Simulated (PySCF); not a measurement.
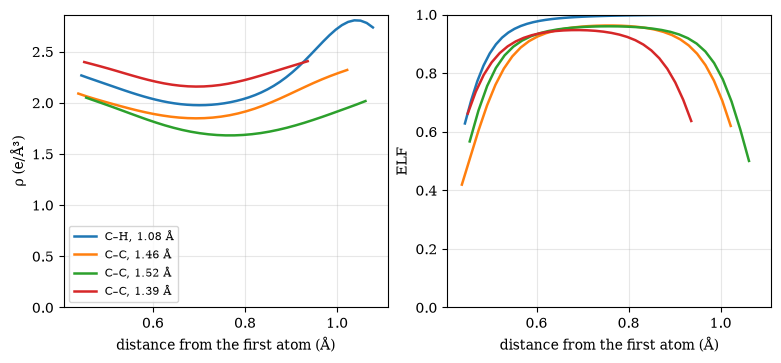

Figure. C₇H₁₀ (charge +1, doublet). Electron density and electron localisation function along straight lines between neighbouring atoms. The curves leave out the atomic cores.

Geometry: GFN2-xTB.

All numbers below come from UKS B3LYP, pcH-1 on C H, non-relativistic, mean-field spin-orbit, GIAO (PySCF).

```xyz
17

C     2.2468   -0.0269    0.7144
C     0.8921    0.0887    0.1834
C     0.0833    1.2124    0.2620
C    -1.1917    0.9911   -0.3382
C    -2.0389   -0.1989    0.2442
C    -1.1629   -0.4305   -0.9085
C     0.2050   -0.9927   -0.5735
H     2.4158   -1.0063    1.1637
H     2.9739    0.0455   -0.1024
H     2.4754    0.7662    1.4226
H     0.3897    2.1568    0.6810
H    -1.7741    1.8173   -0.7163
H    -1.7497   -0.5589    1.2206
H    -3.1029   -0.0868    0.1017
H    -1.5874   -0.6074   -1.8862
H     0.7734   -1.2358   -1.4781
H     0.1453   -1.9218   -0.0003
```

Q: What kind of bonding do the profiles show?

A: C–H (1.08 Å): ρ at the midpoint is about 2.1 e/Å³; the ELF climbs to about 1 towards the hydrogen, as it does in any bond to H (a covalent bond by its length).
C–C (1.46 Å): ρ is about 1.9 e/Å³ halfway; the ELF peaks at about 0.95 between the atoms: localised, covalent bonding.
C–C (1.52 Å): ρ at the midpoint is about 1.7 e/Å³; the ELF peaks at about 0.95 between the atoms: localised, covalent bonding.
C–C (1.39 Å): ρ at the midpoint is about 2.2 e/Å³; the ELF peaks at about 0.95 between the atoms: localised, covalent bonding.
